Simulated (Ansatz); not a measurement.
The calculation's input:

```
basis:
  gaussian: {orbitals: def2-SVPD}
crystal:
  periodic: [false, false, false]
  atoms:
    - {symbol: B, position_ang: [1.309066, 0.370621, 0.353588]}
    - {symbol: F, position_ang: [-0.115571, 3.013597, -1.938417]}
    - {symbol: F, position_ang: [-1.742790, 1.057808, -1.773223]}
    - {symbol: O, position_ang: [0.872604, 0.847800, 1.563424]}
    - {symbol: O, position_ang: [2.347056, -0.497920, 0.309928]}
    - {symbol: O, position_ang: [0.676641, 0.790254, -0.784083]}
    - {symbol: O, position_ang: [-1.131739, 2.396847, 0.440812]}
    - {symbol: Si, position_ang: [-0.588349, 1.826396, -0.975842]}
    - {symbol: H, position_ang: [1.375927, 0.497597, 2.305644]}
    - {symbol: H, position_ang: [2.561358, -0.760361, -0.591244]}
    - {symbol: H, position_ang: [-0.632013, 2.054950, 1.199731]}
hamiltonian: {xc: {name: PBE0}}
output: {forces: true, orbitals: {seedname: orbitals}}
```

Command:

```sh
ansatz run input.yaml --threads 2 --pin off --max-ram 6090MiB --events-out events.jsonl --progress --plain --runs-dir runs
```

Geometry: PBE0-D4/def2-SVP.

Computed with Ansatz 0.2.0, isolated molecule in a Gaussian basis; Kohn-Sham density functional theory, functional PBE0.

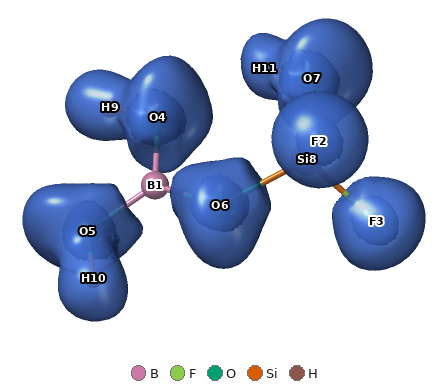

BF2H3O4Si. Isosurface of the ELF at 0.75 (blue), seen at a tilt. Core shells and regions of very low density are left out.

What do the ELF domains correspond to?

At this value the surface marks out one region on O in which the atom's valence shell and bonds are merged, two regions wrapped around F (its lone pairs, merged into a ring or cap) and three joined regions spread over several atoms (H, O), in which their bonds and any lone pairs are merged.

Values along the shortest contacts:
B–O (1.35 Å): the ELF peaks at about 0.90 between the atoms (a short, strongly polar bond). Si–F (1.60 Å): the ELF peaks at about 0.85 in the valence shell of F, 0.6 Å from its nucleus, and is about 0.45 at the midpoint.
